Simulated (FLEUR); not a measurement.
**FePt (c factor at fixed volume 0.94 on the database's cell): from one collinear state to anisotropy**

One state of FePt (c factor at fixed volume 0.94 on the database's cell) is converged without symmetry. Force theorems then give its anisotropy.

Calculated with FLEUR MaX-R8.1; PBE; all-electron FLAPW, Dirac cores, scalar-relativistic bands.

## Step 1: The starting structure

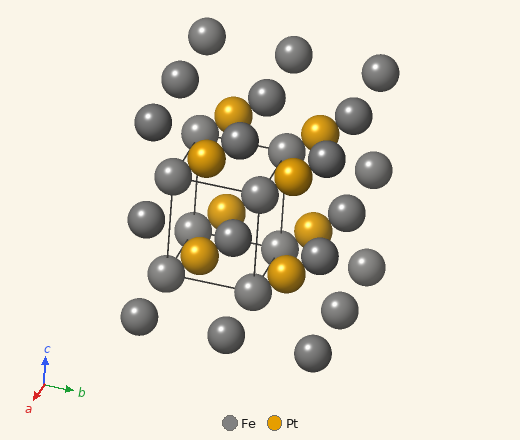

The cell as given, from a free direction (iron grey, platinum orange). 2×2×2 cells are drawn. Some periodic images of atoms are drawn too.

Coordinates:

```cif
data_structure
_symmetry_space_group_name_H-M 'P 1'
_symmetry_Int_Tables_number 1
_cell_length_a 2.8091
_cell_length_b 2.8091
_cell_length_c 3.4968
_cell_angle_alpha 90.000
_cell_angle_beta 90.000
_cell_angle_gamma 90.000
_cell_volume 27.59
loop_
_atom_site_label
_atom_site_type_symbol
_atom_site_fract_x
_atom_site_fract_y
_atom_site_fract_z
_atom_site_occupancy
Fe1 Fe 0.00000 0.00000 0.00000 1
Pt2 Pt 0.50000 0.50000 0.50000 1
```

The cell is strained on purpose: c factor at fixed volume 0.94 on the database's cell.

## Step 2: The magnetic state

The force theorems are single passes in this state's potential, so it has to be converged first.

No symmetry is used, so that later steps may turn the spins freely; k and −k are joined. inpgen writes inp.xml from crystal.txt; cutoffs, mixing, functional, smearing and local orbitals are then set in the file. The k list scf (kpts.xml, not shown) is a Γ-centred 10×10×10 mesh; where the ranks do not divide the number of points, some are split in two of half the weight.

inp.xml reads:

```
<?xml version="1.0" encoding="UTF-8" standalone="no"?>
<fleurInput fleurInputVersion="0.39">
   <comment>
      FePt
   </comment>
   <calculationSetup>
      <cutoffs Kmax="3.6" Gmax="10.8" GmaxXC="10.8" numbands="0"/>
      <scfLoop itmax="110" minDistance="0.00002" maxIterBroyd="15" imix="Anderson" alpha="0.05" precondParam="0.0" spinf="2.0" sdNocoIR="T"/>
      <coreElectrons ctail="F" frcor="F" kcrel="0" coretail_lmax="0"/>
      <xcFunctional name="pbe" relativisticCorrections="F"/>
      <magnetism jspins="2" l_noco="F" l_ss="F">
         <qss>0.0 0.0 0.0</qss>
         <mtNocoParams l_mperp="F" l_mtNocoPot="F" l_relaxSQA="F" mag_mixing_scheme="0" mix_RelaxWeightOffD="1.0" l_constrained="F" mix_constr="1.0"/>
         <sourceFreeMag l_sourceFree="F" l_scaleMag="F" mag_scale="1.0"/>
      </magnetism>
      <soc l_soc="F" theta="0.0" phi="0.0" spav="F"/>
      <expertModes spex="0" secvar="F"/>
      <geometryOptimization l_f="F" forcealpha="1.0" forcemix="BFGS" epsdisp="0.00001" epsforce="0.00001"/>
      <ldaU l_linMix="F" mixParam="0.05" spinf="1.0"/>
   </calculationSetup>
   <cell>
      <bzIntegration valenceElectrons="32.0" mode="hist" fermiSmearingEnergy="0.00183747">
         <kPointListSelection listName="scf"/>
         <xi:include xmlns:xi="http://www.w3.org/2001/XInclude" href="kpts.xml"> </xi:include>
      </bzIntegration>
      <xi:include xmlns:xi="http://www.w3.org/2001/XInclude" href="sym.xml"> </xi:include>
      <bulkLattice scale="1.0">
         <bravaisMatrix>
            <row-1>    5.3083838496525990     0.0000000000000000     0.0000000000000000</row-1>
            <row-2>    0.0000000000000000     5.3083838496525990     0.0000000000000000</row-2>
            <row-3>    0.0000000000000000     0.0000000000000000     6.6079943125012797</row-3>
         </bravaisMatrix>
      </bulkLattice>
   </cell>
   <atomSpecies>
      <species name="Iron (Fe) 2.800" element="Fe" atomicNumber="26">
         <mtSphere radius="2.44" gridPoints="807" logIncrement="0.015"/>
         <atomicCutoffs lmax="10" lnonsphr="8"/>
         <electronConfig flipSpins="F">
            <coreConfig>(1s1/2) (2s1/2) (2p1/2) (2p3/2)</coreConfig>
            <valenceConfig>(3s1/2) (3p1/2) (3p3/2) (4s1/2) (3d3/2) (3d5/2)</valenceConfig>
            <stateOccupation state="(3d3/2)" spinUp="1.4" spinDown="1.0"/>
            <stateOccupation state="(3d5/2)" spinUp="3.0" spinDown="0.6"/>
         </electronConfig>
         <energyParameters s="4" p="4" d="3" f="4"/>
         <lo type="SCLO" l="0" n="3" eDeriv="0"/>
         <lo type="SCLO" l="1" n="3" eDeriv="0"/>
      </species>
      <species name="Platinum (Pt)" element="Pt" atomicNumber="78">
         <mtSphere radius="2.44" gridPoints="807" logIncrement="0.017"/>
         <atomicCutoffs lmax="10" lnonsphr="8"/>
         <electronConfig flipSpins="F">
            <coreConfig>(1s1/2) (2s1/2) (2p1/2) (2p3/2) (3s1/2) (3p1/2) (3p3/2) (4s1/2) (3d3/2) (3d5/2) (4p1/2) (4p3/2) (5s1/2) (4d3/2) (4d5/2) (4f5/2) (4f7/2)</coreConfig>
            <valenceConfig>(5p1/2) (5p3/2) (6s1/2) (5d3/2) (5d5/2)</valenceConfig>
            <stateOccupation state="(6s1/2)" spinUp="0.500000" spinDown="0.500000"/>
            <stateOccupation state="(5d3/2)" spinUp="1.800000" spinDown="1.800000"/>
            <stateOccupation state="(5d5/2)" spinUp="2.700000" spinDown="2.700000"/>
         </electronConfig>
         <energyParameters s="6" p="6" d="5" f="5"/>
         <lo type="SCLO" l="1" n="5" eDeriv="0"/>
      </species>
   </atomSpecies>
   <atomGroups>
      <atomGroup species="Iron (Fe) 2.800">
         <relPos label="                   1">.0000000000 .0000000000 .0000000000</relPos>
         <force calculate="T" relaxXYZ="TTT"/>
         <nocoParams  alpha="0.0" beta="0.0"/>
      </atomGroup>
      <atomGroup species="Platinum (Pt)">
         <relPos label="                   2">1.000/2.000 1.000/2.000 1.000/2.000</relPos>
         <force calculate="T" relaxXYZ="TTT"/>
         <nocoParams  alpha="0.0" beta="0.0"/>
      </atomGroup>
   </atomGroups>
   <output dos="F" band="F" slice="F">
      <bandDOS minEnergy="-.5*Htr" maxEnergy="0.5*Htr" sigma="0.015" storeEVData="T"/>
      <plotting iplot="0" polar="F">
         <plot TwoD="T" vec1="  1.0  0.0  0.0" vec2="  0.0  1.0  0.0" vec3="  0.0  0.0  1.0" zero="  0.0  0.0  0.0" file="plot"/>
      </plotting>
      <moessbauerParams electricFieldGradient="F" isomerShift="F" coreHyperfine="F" valenceHyperfine="F"/>
   </output>
</fleurInput>
```

crystal.txt reads:

```
FePt
&input film=F cartesian=F /
2.80907576000  0.00000000000  0.00000000000
0.00000000000  2.80907576000  0.00000000000
0.00000000000  0.00000000000  3.49680000000
1.8897261246
1.0 1.0 1.0

2
26 0.00000000000  0.00000000000  0.00000000000 : 2.800
78 0.50000000000  0.50000000000  0.50000000000

&kpt div1=10 div2=10 div3=10 gamma=T /
```

Launch:

```
OMP_NUM_THREADS=1 inpgen -f crystal.txt -nosym -noco > inpgen.log  # inp.xml is then edited as shown
OMP_NUM_THREADS=1 mpirun -n 4 fleur_MPI > fleur.log
```

The log of the run:

```text
Welcome to FLEUR        (www.flapw.de)
      MaX-Release 8.1          (www.max-centre.eu)

 ========== k-point set info ==========
 Selected k-point list: scf
 k-point list type: mesh
 0 x 0 x 0
 Number of k points: 504

 ------------Calculation Setup---------------------------
 Number of MPI-tasks      :            4
 Number of PE/node        :            4
 Number of OMP-threads    :            1
 k-points in parallel     :            4
 pe's per k-point         :            1
 No of k-point loops      :          126
 Eigenvalue solver        :       lapack
 Number of basis functions:          180
 Approximate size of matrices (H+S) per k-point:         0.001 GB
 --------------------------------------------------------
 Complex matrix made real
 Complex matrix made real
 Iteration:     1   Distance:      38.84224807 me/bohr^3
 Iteration:     2   Distance:      16.66686898 me/bohr^3
 Iteration:     3   Distance:      12.80920625 me/bohr^3
 Iteration:     4   Distance:       9.29524091 me/bohr^3
 Iteration:     5   Distance:       8.28995261 me/bohr^3
 Iteration:     6   Distance:       9.25424684 me/bohr^3
 Iteration:     7   Distance:       3.61078500 me/bohr^3
 Iteration:     8   Distance:       3.08627884 me/bohr^3
 Iteration:     9   Distance:       0.99012613 me/bohr^3
 Iteration:    10   Distance:       1.08275876 me/bohr^3
 Iteration:    11   Distance:       0.62363017 me/bohr^3
 Iteration:    12   Distance:       0.11194944 me/bohr^3
 Iteration:    13   Distance:       0.06665366 me/bohr^3
 Iteration:    14   Distance:       0.01899186 me/bohr^3
 Iteration:    15   Distance:       0.00645548 me/bohr^3
 Iteration:    16   Distance:       0.00471330 me/bohr^3
 Iteration:    17   Distance:       0.00416943 me/bohr^3
 Iteration:    18   Distance:       0.00138344 me/bohr^3
 Iteration:    19   Distance:       0.00057146 me/bohr^3
 Iteration:    20   Distance:       0.00040635 me/bohr^3
 Iteration:    21   Distance:       0.00026350 me/bohr^3
 Iteration:    22   Distance:       0.00011201 me/bohr^3
 Iteration:    23   Distance:       0.00001376 me/bohr^3

 ********************************************************************
 Run finished successfully
 Stop message:
   all done
 ********************************************************************

--- out.xml (last complete iteration) ---
<iteration numberForCurrentRun="   23" overallNumber="   23">
         [... left out ...]
         <bandgap value="0.0004722729" units="eV"/>
         <sumValenceSingleParticleEnergies value="-18.3363828120" units="Htr"/>
         <FermiEnergy value="0.4297480977" units="Htr"/>
         <valenceDensity>
            <mtCharges spin="1">
               <mtCharge atomType="1" total="9.0724382" s="1.2202085" p="3.2294410" d="4.5886434" f="0.0252071"/>
               <mtCharge atomType="2" total="7.4181050" s="0.2438937" p="3.1572710" d="3.9891863" f="0.0215789"/>
            </mtCharges>
            <mtCharges spin="2">
               <mtCharge atomType="1" total="6.0617208" s="1.2061498" p="3.2325499" d="1.5909199" f="0.0238695"/>
               <mtCharge atomType="2" total="6.9562758" s="0.2623127" p="3.1902540" d="3.4820701" f="0.0172352"/>
            </mtCharges>
            <spinDependentCharge spin="1" total="17.7072245" interstitial="1.2166812" mtSpheres="16.4905433"/>
            <spinDependentCharge spin="2" total="14.2927755" interstitial="1.2747789" mtSpheres="13.0179966"/>
            <totalCharge value="32.0000000000"/>
         </valenceDensity>
         [... left out ...]
         <allElectronCharges>
            <spinDependentCharge spin="1" total="53.7072245" interstitial="1.2174217" mtSpheres="52.4898028"/>
            <spinDependentCharge spin="2" total="50.2927755" interstitial="1.2755229" mtSpheres="49.0172527"/>
            <totalCharge value="104.0000000076"/>
         </allElectronCharges>
         <magneticMomentsInMTSpheres units="muBohr">
            <globalMagMoment atomType="1" vec="0.00000   0.00000   3.01072"/>
            <localMagMoment atomType="1" vec="0.00000   0.00000   3.01072"/>
            <globalMagMoment atomType="2" vec="0.00000   0.00000   0.46183"/>
            <localMagMoment atomType="2" vec="0.00000   0.00000   0.46183"/>
         </magneticMomentsInMTSpheres>
         <moessbauerParams unitsHFF="kG" unitsIS="e/bohr^3" unitsEFG="Htr/bohr^2">
         </moessbauerParams>
         <totalEnergy value="   -19719.5460414170" units="Htr">
            <sumOfEigenvalues value="   -12061.5594767151">
               <coreElectrons value="-12043.2230939030"/>
               <valenceElectrons value="-18.3363828120"/>
            </sumOfEigenvalues>
            <densityCoulombPotentialIntegral value="-33922.3471255292"/>
            <densityEffectivePotentialIntegral value="-34462.6333022858"/>
            <chargeDenXCDenIntegral value="-413.3014118267"/>
            <FockExchangeEnergyValence value="0.0000000000"/>
            <FockExchangeEnergyCore value="0.0000000000"/>
            <atomTypeDependentContributions atomType="1">
               <electronNucleiInteractionDifferentMTs value="1521.2654637275"/>
               <MadelungTerm value="-10.0593016193"/>
            </atomTypeDependentContributions>
            <atomTypeDependentContributions atomType="2">
               <electronNucleiInteractionDifferentMTs value="23173.7316501930"/>
               <MadelungTerm value="-41.0884768566"/>
            </atomTypeDependentContributions>
            <tkbTimesEntropy value="0.0004146403"/>
            <freeEnergy value="-19719.5464560573"/>
            <extrapolationTo0K value="-19719.5462487372"/>
         </totalEnergy>
         <densityConvergence units="me/bohr^3">
            <chargeDensity spin="1" distance="0.0000074482"/>
            <chargeDensity spin="2" distance="0.0000092456"/>
            <overallChargeDensity distance="0.0000137610"/>
            <spinDensity distance="0.0000096203"/>
         </densityConvergence>
      </iteration>
```

Wall time 3.7 min (4 MPI ranks of Arm Neoverse V2, shared host); peak memory 0.61 GiB.

Spin moment in the muffin-tin sphere by atom:

```
atom  spin moment in the muffin-tin sphere (μB)
 Fe1                                       3.01
 Pt2                                       0.46
```

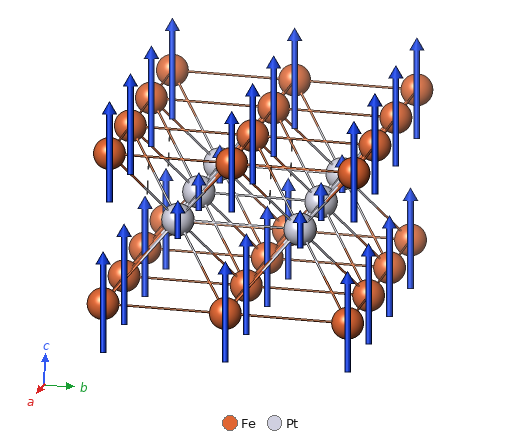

Spin moment in the muffin-tin sphere as arrows, the longest 3.01 μB. Up and down stand for the sign. Arrows give size and sign along the axis of quantisation, drawn up and down the page. Each arrow also spans its atom, so small moments look longer than they are. 3×2×1 cells are drawn. Some periodic images of atoms are drawn too.

Numbers from this step:

- free energy: -536596.1952 eV
- program's band gap on this mesh (in a metal only a level spacing): 4.72e-4 eV
- magnetization: 3.414 μB
- final state: ferromagnetic

After 23 cycles the largest moment stands at 3.01 μB.

## Step 3: Anisotropy by the force theorem, rung 1

Anisotropy is a small difference, so it is taken from sums over occupied states at a frozen potential, where most errors cancel.

One pass with spin–orbit coupling for each direction, from the saved density. Inversion lets half of the mesh serve, which the program's warning doesn't know. The k list mae (kpts.xml, not shown) is a Γ-centred 14×14×11 mesh.

inp.xml: that of step 2 with these lines changed.

```diff
@@ -6,4 +6,4 @@
    <calculationSetup>
-      <cutoffs Kmax="3.6" Gmax="10.8" GmaxXC="10.8" numbands="0"/>
-      <scfLoop itmax="110" minDistance="0.00002" maxIterBroyd="15" imix="Anderson" alpha="0.05" precondParam="0.0" spinf="2.0" sdNocoIR="T"/>
+      <cutoffs Kmax="3.6" Gmax="10.8" GmaxXC="10.8" numbands="72"/>
+      <scfLoop itmax="1" minDistance="0.00002" maxIterBroyd="15" imix="Anderson" alpha="0.05" precondParam="0.0" spinf="2.0" sdNocoIR="T"/>
       <coreElectrons ctail="F" frcor="F" kcrel="0" coretail_lmax="0"/>
@@ -15,3 +15,3 @@
       </magnetism>
-      <soc l_soc="F" theta="0.0" phi="0.0" spav="F"/>
+      <soc l_soc="T" theta="0.0" phi="0.0" spav="F"/>
       <expertModes spex="0" secvar="F"/>
@@ -22,3 +22,3 @@
       <bzIntegration valenceElectrons="32.0" mode="hist" fermiSmearingEnergy="0.00183747">
-         <kPointListSelection listName="scf"/>
+         <kPointListSelection listName="mae"/>
          <xi:include xmlns:xi="http://www.w3.org/2001/XInclude" href="kpts.xml"> </xi:include>
@@ -81,2 +81,5 @@
    </output>
+   <forceTheorem>
+      <MAE theta="0.0 1.5707963 1.5707963 0.7853982" phi="0.0 0.0 0.7853982 0.0"/>
+   </forceTheorem>
 </fleurInput>
```

Launch:

```
OMP_NUM_THREADS=1 mpirun -n 4 fleur_MPI -warn_only > fleur.log
```

The log of the run:

```text
[banner, memory and clock lines left out]
Welcome to FLEUR        (www.flapw.de)
      MaX-Release 8.1          (www.max-centre.eu)
************FLEUR-Warning*****************
Error message: k-point set is not compatible to missing time-reversal symmetry in calculation.
Error occurred in subroutine: gen_bz
Error from PE:0/4
Other PEs with error messages:
     2-k-point set is not compatible to missing time-reversal symmetry in calculation.
     3-k-point set is not compatible to missing time-reversal symmetry in calculation.
*****************************************

 ========== k-point set info ==========
 Selected k-point list: mae
 k-point list type: mesh
 0 x 0 x 0
 Number of k points: 1080

 [... set-up left out ...]
 ********************************************************************
 Run finished successfully
 Stop message:
   Forcetheorem MAE
 ********************************************************************

--- out.xml (force theorem) ---
<Forcetheorem_MAE Angles="4" units="Htr">
            <Angle theta="0.0000000" phi="0.0000000" ev-sum="-18.382136251"/>
            <Angle theta="1.5707963" phi="0.0000000" ev-sum="-18.382092421"/>
            <Angle theta="1.5707963" phi="0.7853982" ev-sum="-18.382093942"/>
            <Angle theta="0.7853982" phi="0.0000000" ev-sum="-18.382115289"/>
         </Forcetheorem_MAE>
```

Wall time 98 s (4 MPI ranks); peak memory 1.2 GiB.

Anisotropy energies, by row:

```
                              axis       x       y       z  band energy less the first axis' (meV a cell)
                             [001]       0       0       1                                              0
                             [100]       1       0       0                                          1.193
                             [110]  0.7071  0.7071       0                                          1.151
45 degrees from [001] toward [100]  0.7071       0  0.7071                                         0.5704
```

Indices are those of the standard conventional cell; x, y, z give the same directions in the axes of the input.

## Step 4: Anisotropy by the force theorem, rung 2

A second rung shows how far the first can be trusted.

The k list mae (kpts.xml, not shown) is a Γ-centred 20×20×16 mesh.

inp.xml is that of step 3.

The log of the run:

```text
[banner, memory and clock lines left out]
Welcome to FLEUR        (www.flapw.de)
      MaX-Release 8.1          (www.max-centre.eu)
************FLEUR-Warning*****************
Error message: k-point set is not compatible to missing time-reversal symmetry in calculation.
Error occurred in subroutine: gen_bz
Error from PE:1/4
*****************************************
************FLEUR-Warning*****************
Error message: k-point set is not compatible to missing time-reversal symmetry in calculation.
Error occurred in subroutine: gen_bz
Error from PE:0/4
[...]
k-point list type: mesh
 0 x 0 x 0
 Number of k points: 3204

 [... set-up left out ...]
 ********************************************************************
 Run finished successfully
 Stop message:
   Forcetheorem MAE
 ********************************************************************

--- out.xml (force theorem) ---
<Forcetheorem_MAE Angles="4" units="Htr">
            <Angle theta="0.0000000" phi="0.0000000" ev-sum="-18.382096651"/>
            <Angle theta="1.5707963" phi="0.0000000" ev-sum="-18.382078057"/>
            <Angle theta="1.5707963" phi="0.7853982" ev-sum="-18.382075561"/>
            <Angle theta="0.7853982" phi="0.0000000" ev-sum="-18.382085763"/>
         </Forcetheorem_MAE>
```

The job ended after 4.7 min (4 MPI ranks; peak memory 3 GiB).

Anisotropy energies, by row:

```
                              axis       x       y       z  band energy less the first axis' (meV a cell)
                             [001]       0       0       1                                              0
                             [100]       1       0       0                                          0.506
                             [110]  0.7071  0.7071       0                                         0.5739
45 degrees from [001] toward [100]  0.7071       0  0.7071                                         0.2963
```

[end of part 1 of 2]

[Logs and program files are shortened in this print: banners, set-up blocks, solver, clock and traceback lines can be left out without a mark of their own.]

[Logs are printed without paths, hosts, clocks, repeated set-up lines and the standing remarks that a program may print on its own settings, such as how far it seeks lower states.]

[Hosts, paths, dates, database ids (printed as entryN), source tags and the programs' standing remarks are cut or masked in the printed files.]

[Where a cell is said to come from a database of computed structures, the database is the Materials Project.]
